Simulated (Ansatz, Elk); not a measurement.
# CdRu2: X-ray structure factors from the self-consistent density

The structure of CdRu2 used here is made up (a known structure type with other elements) and was relaxed beforehand with PBEsol. The aim is the Fourier transform of its all-electron density, F(hkl), set beside the sum over free spherical atoms that refinements use.

Program: Elk 11.2.3 (patched build). Level of theory: DFT, PBE, all-electron APW+lo, Dirac cores, scalar-relativistic bands, static density, no spin. Results are calculated unless marked as measured.

The structure was built from a prototype and need not be the compound's stable phase.

## 1. Set-up

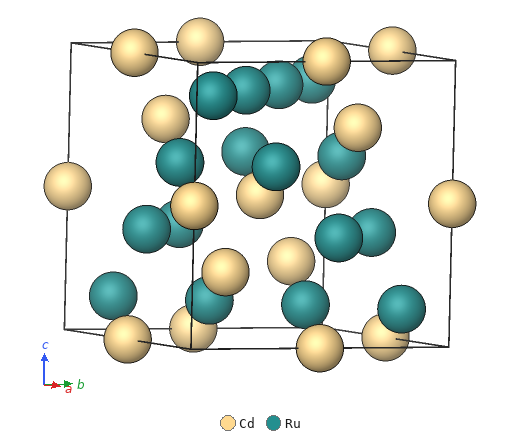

Start, viewed from a free direction; cadmium orange, ruthenium teal. This picture shows the conventional cell, with its axes. Some periodic images of atoms are drawn too.

Coordinates:

```cif
data_structure
_symmetry_space_group_name_H-M 'Fd-3m:1'
_symmetry_Int_Tables_number 227
_cell_length_a 7.2466
_cell_length_b 7.2466
_cell_length_c 7.2466
_cell_angle_alpha 90.000
_cell_angle_beta 90.000
_cell_angle_gamma 90.000
_cell_volume 380.54
loop_
_atom_site_label
_atom_site_type_symbol
_atom_site_symmetry_multiplicity
_atom_site_Wyckoff_symbol
_atom_site_fract_x
_atom_site_fract_y
_atom_site_fract_z
_atom_site_occupancy
Cd1 Cd 8 b 0.00000 0.00000 0.50000 1
Ru1 Ru 16 c 0.62500 0.87500 0.37500 1
```

## 2. Ground state and structure factors

An all-electron density is needed, since X-rays see the cores too. Task 0 finds the density and task 195 Fourier-transforms it; tshift is off so that phases refer to the origin typed.

Contents of elk.in:

```
tasks
  0
  195

xctype
  20

spinpol
  .false.

rgkmax
  7.0

gmaxvr
  14.0

lmaxo
  7

lmaxapw
  8

swidth
  0.002

tshift
  .false.

ramdisk
  .false.

hmaxvr
  5.5

maxscl
  120

epspot
  1e-06

sppath
  './'

avec
  0.00000000000 6.84705410363 6.84705410363
  6.84705410363 0.00000000000 6.84705410363
  6.84705410363 6.84705410363 0.00000000000

atoms
  2
  'Cd.in'
  2
  0.0000000000 -0.0000000000 0.0000000000   0.000000 0.000000 0.000000
  0.2500000000 0.2500000000 0.2500000000   0.000000 0.000000 0.000000
  'Ru.in'
  4
  0.1250000000 0.6250000000 0.6250000000   0.000000 0.000000 0.000000
  0.6250000000 0.6250000000 0.6250000000   0.000000 0.000000 0.000000
  0.6250000000 0.1250000000 0.6250000000   0.000000 0.000000 0.000000
  0.6250000000 0.6250000000 0.1250000000   0.000000 0.000000 0.000000

ngridk
  6 6 6
```

On the command line:

```console
$ OMP_NUM_THREADS=4 elk
```

Numbers of over 12 decimals in the logs are rounded to 6 here.

Log:

```text
┌─────────────────────────┐
│ Elk code version 11.2.3 │
└─────────────────────────┘

All units are atomic (Hartree, Bohr, etc.)

┌─────────────────────────────────────────────────┐
│ Ground-state run starting from atomic densities │
└─────────────────────────────────────────────────┘

Lattice vectors :
   0.000000000       6.847054104       6.847054104
   6.847054104       0.000000000       6.847054104
   6.847054104       6.847054104       0.000000000

Reciprocal lattice vectors :
 -0.4588239856      0.4588239856      0.4588239856
  0.4588239856     -0.4588239856      0.4588239856
  0.4588239856      0.4588239856     -0.4588239856

Unit cell volume      :    642.0092337
Brillouin zone volume :   0.3863654920

Muffin-tin inner radius fraction :   0.1000000000E-01

Nuclei treated as point charges

Species : 1 (Cd)
 parameters loaded from : Cd.in
 name : cadmium
 nuclear charge    :   -48.00000000
 electronic charge :    48.00000000
 atomic mass :    204912.7176
 muffin-tin radius :    2.600000000
 number of radial points in muffin-tin :   1193
 inner part over the whole radius :   0.9972693929E-02
 number on inner part of muffin-tin    :    850
 approximate nuclear radius :   0.8708852602E-04
 number of mesh points to nuclear radius :    426
 atomic positions (lattice), magnetic fields (Cartesian) :
  1 :   0.00000000  0.00000000  0.00000000    0.00000000  0.00000000  0.00000000
  2 :   0.25000000  0.25000000  0.25000000    0.00000000  0.00000000  0.00000000

Species : 2 (Ru)
 parameters loaded from : Ru.in
 name : ruthenium
 nuclear charge    :   -44.00000000
 electronic charge :    44.00000000
 atomic mass :    184239.3393
 muffin-tin radius :    2.395799194
 number of radial points in muffin-tin :   1193
 inner part over the whole radius :   0.9933559741E-02
 number on inner part of muffin-tin    :    847
 approximate nuclear radius :   0.8462081736E-04
 number of mesh points to nuclear radius :    424
 atomic positions (lattice), magnetic fields (Cartesian) :
  1 :   0.12500000 -0.37500000 -0.37500000    0.00000000  0.00000000  0.00000000
  2 :  -0.37500000 -0.37500000 -0.37500000    0.00000000  0.00000000  0.00000000
  3 :  -0.37500000  0.12500000 -0.37500000    0.00000000  0.00000000  0.00000000
  4 :  -0.37500000 -0.37500000  0.12500000    0.00000000  0.00000000  0.00000000

Total number of atoms per unit cell :    6
Total muffin-tin volume :    377.6535681
 ratio of muffin-tin to unit cell volume :   0.5882369728

Spin treatment :
 spin-unpolarised

Number of Bravais lattice symmetries :   48
Number of crystal symmetries         :   48
Crystal has no inversion symmetry
Complex Hermitian eigensolver will be used

k-point grid :      6     6     6
k-point offset :    0.000000000       0.000000000       0.000000000
k-point set is reduced with full crystal symmetry group
Total number of k-points :       16

Muffin-tin radius times maximum |G+k| :    7.000000000
 using average radius
Maximum |G+k| for APW functions       :    2.841063448
Maximum (1/2)|G+k|²                   :    4.035820757
Maximum |G| for potential and density :    14.00000000
Constant for pseudocharge density :    9
 order of it for each species :   16  16
 order of it for pair densities of each species (exact exchange by exxq0 0: 17) :   11   9
Radial integration step length :    1

G-vector grid sizes :     45    45    45
Number of G-vectors :    29795

Maximum angular momentum used for
 APW functions            :    8
 outer part of muffin-tin :    7
 inner part of muffin-tin :    2

Total nuclear charge    :   -272.0000000
Total core charge       :    172.0000000
Total valence charge    :    100.0000000
Total excess charge     :    0.000000000
Total electronic charge :    272.0000000

Effective Wigner radius, rₛ :   0.8259642565

Number of empty states         :     24
Total number of valence states :     75
Total number of core states    :    172

Third-order local-orbitals added for an l without core states : T
Total number of local-orbitals :    106

[...]
Madelung                    :     -35545.149846359
 xc potential                :     -1099.4765997128
 exchange                    :     -829.31654735509
 correlation                 :     -14.540182771969
 electron entropic           :    -0.43046533622151E-02
 total energy                :     -29321.163645943

Density of states at Fermi energy :    339.0308007
 (states/Hartree/unit cell)

Estimated indirect band gap :   0.8511601847E-03
 from k-point 13 to k-point 7
Estimated direct band gap   :   0.1546024045E-02
 at k-point 9

Charges :
 core                        :    172.0000000
 valence                     :    100.0000000
 interstitial                :    9.524866895
 muffin-tins (core leakage)
  species : 1 (Cd)
[...]
species : 2 (Ru)
[...]
total in muffin-tins        :    262.4751331
 total calculated charge     :    271.9992919
 total charge                :    272.0000000
 error                       :   0.7080850890E-03

RMS change in Kohn-Sham potential (target) :   0.1035455729     (  0.1000000000E-05)
Absolute change in total energy (target)   :   0.2042467998     (  0.1000000000E-03)

[... loops 3 to 15 left out ...]

┌──────────────────┐
│ Loop number : 16 │
└──────────────────┘

Energies :
 Fermi                       :     0.361498
 sum of occupied eigenvalues :     -17512.220123189
 electron kinetic            :      30594.656487162
 core electron kinetic       :      29700.532695332
 Coulomb                     :     -59068.917990590
 Coulomb potential           :     -47004.701706618
 nuclear-nuclear             :     -3725.6506226367
 electron-nuclear            :     -63800.181235527
 Hartree                     :      8456.9138675733
 Madelung                    :     -35566.567137281
 xc potential                :     -1102.1749037329
 exchange                    :     -830.50149361834
 correlation                 :     -14.536358640485
 electron entropic           :    -0.41078178113815E-02
 total energy                :     -29319.303463505

Density of states at Fermi energy :    326.2644521
 (states/Hartree/unit cell)

Estimated indirect band gap :   0.4765353562E-03
 from k-point 2 to k-point 14
Estimated direct band gap   :   0.2349153562E-02
 at k-point 9

Charges :
 core                        :    172.0000000
 valence                     :    100.0000000
 interstitial                :    8.876722091
 muffin-tins (core leakage)
  species : 1 (Cd)
[...]
species : 2 (Ru)
[...]
total in muffin-tins        :    263.1232779
 total calculated charge     :    271.9992167
 total charge                :    272.0000000
 error                       :   0.7832968514E-03

RMS change in Kohn-Sham potential (target) :   0.2311559617E-07 (  0.1000000000E-05)
Absolute change in total energy (target)   :   0.4542063471E-04 (  0.1000000000E-03)

Convergence targets achieved

┌──────────────────┐
│ Loop number : 17 │
└──────────────────┘

Energies :
 Fermi                       :     0.361498
 sum of occupied eigenvalues :     -17512.220127018
 electron kinetic            :      30594.656485830
 core electron kinetic       :      29700.532693094
 Coulomb                     :     -59068.917990118
 Coulomb potential           :     -47004.701706108
 nuclear-nuclear             :     -3725.6506226367
 electron-nuclear            :     -63800.181235483
 Hartree                     :      8456.9138680015
 Madelung                    :     -35566.567137064
 xc potential                :     -1102.1749067400
 exchange                    :     -830.50149362022
 correlation                 :     -14.536358635661
 electron entropic           :    -0.41078179651970E-02
 total energy                :     -29319.303464362

Density of states at Fermi energy :    326.2644661
 (states/Hartree/unit cell)

Estimated indirect band gap :   0.4765351650E-03
 from k-point 2 to k-point 14
Estimated direct band gap   :   0.2349153189E-02
 at k-point 9

Charges :
 core                        :    172.0000000
 valence                     :    100.0000000
 interstitial                :    8.876721963
 muffin-tins (core leakage)
  species : 1 (Cd)
[...]
species : 2 (Ru)
[...]
atom 2                    :    42.42167603     ( -0.1140742967E-06)
   atom 3                    :    42.42167603     ( -0.1140742967E-06)
   atom 4                    :    42.42167603     ( -0.1140742967E-06)
 total in muffin-tins        :    263.1232780
 total calculated charge     :    271.9992167
 total charge                :    272.0000000
 error                       :   0.7832968673E-03

┌──────────────────────────────┐
│ Self-consistent loop stopped │
└──────────────────────────────┘

Warning : core states of species 1 leak from the muffin-tin :   0.2435495724E-03

Wrote STATE.OUT
```

It took 44 s on 4 threads of Arm Neoverse V1, shared host; peak memory 0.23 GiB; 2.1 min of CPU time.

SFACRHO.OUT:

```text

h k l indices transformed by vhmat matrix:
   1.000000000       0.000000000       0.000000000    
   0.000000000       1.000000000       0.000000000    
   0.000000000       0.000000000       1.000000000    

      h      k      l  multipl.   |H|            Re(F)            Im(F)           |F|

      0      0      0      1   0.0000000       272.00000     -0.17608693E-18   272.00000    
      1      1      1      4  0.79470645      -12.509189       12.509189       17.690665    
      1      0      0      4  0.79470645      -12.509189      -12.509189       17.690665    
      0     -1     -1      6  0.91764797     -0.91644915E-15 -0.89096679E-14  0.89566769E-14
      1      2      1     12   1.2977502       78.115749     -0.95262468E-14   78.115749    
      0     -1     -2     12   1.5217470       84.149474       84.149474       119.00533    
     -1     -1      1     12   1.5217470       84.149474      -84.149474       119.00533    
     -2      0      0      4   1.5894129     -0.23530123E-13  -130.87417       130.87417    
      0      2      0      4   1.5894129     -0.16230175E-13   130.87417       130.87417    
      2      2      0      6   1.8352959      -54.458408     -0.52662100E-13   54.458408    
     -3     -1     -1     12   1.9999674      -8.8878550       8.8878550       12.569325    
     -2     -2     -3     12   1.9999674      -8.8878550      -8.8878550       12.569325    
     -1      1      2     24   2.0519232     -0.80962618E-14  0.44548340E-14  0.92409415E-14
      2      3      3     12   2.2477693       62.667176     -0.51948535E-13   62.667176    
      1      0      3     12   2.2477693       62.667176     -0.19148292E-14   62.667176    
      3      1      3     12   2.3841194       68.979077      -68.979077       97.551147    
     -1     -3     -3     12   2.3841194       68.979077       68.979077       97.551147    
      0      0      3      4   2.3841194       68.990069      -68.990069       97.566692
```

Elk indexes on the primitive cell of elk.in and gives |H| = 4π sin θ/λ in inverse bohr. Below, one row stands for each form hkl of the conventional cell (m members, Friedel mates merged), F is for one primitive cell and the density is static (no thermal factor). Free-atom factors are Waasmaier and Kirfel's, and R is Σm||F|−|F'||/Σm|F|.

| hkl | m | sin θ/λ (Å⁻¹) | abs F, DFT | neutral atoms | diff. | abs of complex diff. |
| --- | --- | --- | --- | --- | --- | --- |
| 111 | 8 | 0.119 | 17.691 | 17.587 | +0.103 | 0.103 |
| 200 | 6 | 0.138 | 0.000 | 0.000 | +0.000 | 0.000 |
| 220 | 12 | 0.195 | 78.116 | 78.439 | -0.324 | 0.324 |
| 311 | 24 | 0.229 | 119.005 | 119.615 | -0.610 | 0.610 |
| 222 | 8 | 0.239 | 130.874 | 131.743 | -0.869 | 0.869 |
| 400 | 6 | 0.276 | 54.458 | 55.020 | -0.562 | 0.562 |
| 331 | 24 | 0.301 | 12.569 | 12.701 | -0.132 | 0.132 |
| 420 | 24 | 0.309 | 0.000 | 0.000 | +0.000 | 0.000 |
| 422 | 24 | 0.338 | 62.667 | 62.621 | +0.046 | 0.046 |
| 511 | 24 | 0.358 | 97.551 | 97.526 | +0.025 | 0.025 |
| 333 | 8 | 0.358 | 97.567 | 97.526 | +0.040 | 0.040 |
| 440 | 12 | 0.390 | 162.638 | 162.170 | +0.468 | 0.468 |
| 531 | 48 | 0.408 | 11.341 | 11.140 | +0.201 | 0.201 |
| 442 | 24 | 0.414 | 0.156 | 0.000 | +0.156 | 0.156 |
| 600 | 6 | 0.414 | 0.000 | 0.000 | +0.000 | 0.000 |
| 620 | 24 | 0.436 | 54.212 | 54.004 | +0.208 | 0.208 |
| 533 | 24 | 0.452 | 85.790 | 85.383 | +0.407 | 0.407 |
| 622 | 24 | 0.458 | 95.852 | 95.473 | +0.379 | 0.379 |
| 444 | 8 | 0.478 | 42.518 | 42.140 | +0.378 | 0.378 |
| 711 | 24 | 0.493 | 10.467 | 10.399 | +0.068 | 0.068 |
| 551 | 24 | 0.493 | 10.431 | 10.399 | +0.032 | 0.032 |
| 640 | 24 | 0.498 | 0.000 | 0.000 | +0.000 | 0.000 |

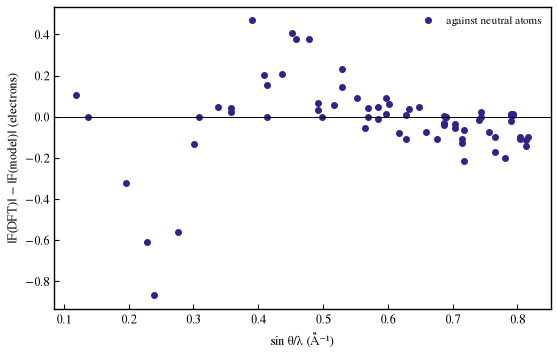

Difference between the calculated structure factors and the independent-atom ones.

## 3. The highest occupied states alone

An energy window below the Fermi level keeps the highest occupied states, to see at which angles they scatter; shallow core shells can lie inside it and anion s states outside. No new self-consistency is needed.

elk.in, as its differences from that of step 2:

```diff
@@ -1,3 +1,2 @@
 tasks
-  0
   195
@@ -40,2 +39,5 @@
 
+wsfac
+  -0.189740 0.661500
+
 sppath
```

On the command line:

```console
$ OMP_NUM_THREADS=4 elk
```

Log:

```text
┌─────────────────────────────────┐
│ Elk code version 11.2.3 started │
└─────────────────────────────────┘

Info(readinput): the functional depends on the density's gradient
 muffin-tin radial points multiplied by    2.00000
 (not where nrmtscf is given)

┌────────────────────┐
│ Current task : 195 │
└────────────────────┘
Info(checkmt): changed muffin-tin radius of species 2 (Ru) from   2.6000 to   2.3958

Info(sfacrho): density structure factors written to SFACRHO.OUT

 Energy window :  -0.1897400000      0.6615000000

┌──────────────────┐
│ Elk code stopped │
└──────────────────┘
```

Wall time 15 s (4 threads); peak memory 0.17 GiB; 18 s of CPU time.

States within 15 eV below the Fermi level hold 56.00 electrons; any levels below the window count with the cores. Their amplitudes can exceed the total, where window and core parts have opposite phase:

| hkl | sin θ/λ (Å⁻¹) | abs F, window | abs F, all |
| --- | --- | --- | --- |
| 111 | 0.119 | 2.037 | 17.691 |
| 200 | 0.138 | 0.000 | 0.000 |
| 220 | 0.195 | 11.544 | 78.116 |
| 311 | 0.229 | 10.522 | 119.005 |
| 222 | 0.239 | 6.858 | 130.874 |
| 400 | 0.276 | 2.413 | 54.458 |
| 331 | 0.301 | 2.351 | 12.569 |
| 420 | 0.309 | 0.000 | 0.000 |
| 422 | 0.338 | 4.304 | 62.667 |
| 511 | 0.358 | 3.237 | 97.551 |

## 4. Another functional

The difference from free atoms is small, so it is set against the change that LDA (Perdew-Wang) makes.

elk.in, as its differences from that of step 3:

```diff
@@ -1,2 +1,3 @@
 tasks
+  0
   195
@@ -4,3 +5,3 @@
 xctype
-  20
+  3
 
@@ -39,5 +40,2 @@
 
-wsfac
-  -0.189740 0.661500
-
 sppath
```

On the command line:

```console
$ OMP_NUM_THREADS=4 elk
```

Log:

```text
┌─────────────────────────┐
│ Elk code version 11.2.3 │
└─────────────────────────┘

All units are atomic (Hartree, Bohr, etc.)

┌─────────────────────────────────────────────────┐
│ Ground-state run starting from atomic densities │
└─────────────────────────────────────────────────┘

Lattice vectors :
   0.000000000       6.847054104       6.847054104
   6.847054104       0.000000000       6.847054104
   6.847054104       6.847054104       0.000000000

Reciprocal lattice vectors :
 -0.4588239856      0.4588239856      0.4588239856
[...]
muffin-tins (core leakage)
  species : 1 (Cd)
[...]
species : 2 (Ru)
[...]
atom 3                    :    42.41618239     ( -0.4975373226E-05)
   atom 4                    :    42.41618239     ( -0.4975373226E-05)
 total in muffin-tins        :    263.1363255
 total calculated charge     :    271.9992172
 total charge                :    272.0000000
 error                       :   0.7828476055E-03

┌──────────────────────────────┐
│ Self-consistent loop stopped │
└──────────────────────────────┘

Warning : core states of species 1 leak from the muffin-tin :   0.2443012279E-03

Wrote STATE.OUT
[key lines of the parts left out:]
total energy                :     -29291.572986818
```

The job ended after 29 s (4 threads; peak memory 0.16 GiB; 80 s of CPU time).

Against the first run R = 0.03 %; the largest change is +0.050 at 800.

## 5. A coarser k-mesh

About half the k-points along each axis test the sampling.

elk.in, as its differences from that of step 4:

```diff
@@ -5,3 +5,3 @@
 xctype
-  3
+  20
 
@@ -62,2 +62,2 @@
 ngridk
-  6 6 6
+  3 3 3
```

On the command line:

```console
$ OMP_NUM_THREADS=4 elk
```

Log:

```text
┌─────────────────────────┐
│ Elk code version 11.2.3 │
└─────────────────────────┘

All units are atomic (Hartree, Bohr, etc.)

┌─────────────────────────────────────────────────┐
│ Ground-state run starting from atomic densities │
└─────────────────────────────────────────────────┘

Lattice vectors :
   0.000000000       6.847054104       6.847054104
   6.847054104       0.000000000       6.847054104
   6.847054104       6.847054104       0.000000000

Reciprocal lattice vectors :
 -0.4588239856      0.4588239856      0.4588239856
[...]
muffin-tins (core leakage)
  species : 1 (Cd)
[...]
species : 2 (Ru)
[...]
atom 3                    :    42.40792549     ( -0.1144519786E-06)
   atom 4                    :    42.40792549     ( -0.1144519786E-06)
 total in muffin-tins        :    263.0727854
 total calculated charge     :    271.9991067
 total charge                :    272.0000000
 error                       :   0.8932975811E-03

┌──────────────────────────────┐
│ Self-consistent loop stopped │
└──────────────────────────────┘

Warning : core states of species 1 leak from the muffin-tin :   0.2437345465E-03

Wrote STATE.OUT
[key lines of the parts left out:]
total energy                :     -29319.289947419
```

It took 27 s on 4 threads; peak memory 0.22 GiB.

Against the first run R = 0.04 %; the largest change is -0.058 at 660.

## 6. Settings against the effect

| run | R against the first run (%) | R against neutral atoms, low angle (%) | wall time |
| --- | --- | --- | --- |
| PBE, rgkmax 7 | 0.00 | 0.56 | 44 s |
| LDA (Perdew-Wang) | 0.03 | 0.58 | 29 s |
| k-mesh 3×3×3 | 0.04 | 0.57 | 27 s |

## 7. Outcome

* R against neutral atoms, sin θ/λ < 0.3 Å⁻¹: 0.56 %
* R against neutral atoms, 0.3 to 0.82 Å⁻¹: 0.22 %

What this shows: Independent neutral atoms miss the calculated amplitudes by R = 0.56 % below 0.3 Å⁻¹ and 0.22 % from there to 0.82 Å⁻¹; by shells, 0.58 % below 0.15 Å⁻¹ (1 form), 0.56 % 0.15 to 0.3 (4 forms), 0.33 % 0.3 to 0.45 (8 forms), 0.21 % above 0.45 (47 forms). Bonding, aspherical density and the tables' own atoms all enter these figures, and the runs don't part them. The largest change of an amplitude is -0.87 electrons, at 222. Weak lines can change much in proportion: 442 goes from 0.00 to 0.16. The window's part falls from 56.0 electrons at the origin to at most 1.03 between 0.45 and 0.82 Å⁻¹, where compact states inside the window still scatter. Below 0.3 Å⁻¹ the changes that finished (LDA (Perdew-Wang) and k-mesh 3×3×3) move F by R = 0.03 % at most, against the 0.56 % that separates it from free atoms. The basis has no finished test. These runs have no spin, though d or f shells may be open. Part of the difference isn't bonding: the tables are fits to free atoms and ions calculated by other methods than this functional. Thermal motion, anomalous dispersion and extinction are left out.

[Logs are printed without paths, hosts, clocks, repeated set-up lines and the standing remarks that a program may print on its own settings, such as how far it seeks lower states.]

[Hosts, paths, dates, database ids (printed as entryN), source tags and the programs' standing remarks are cut or masked in the printed files.]
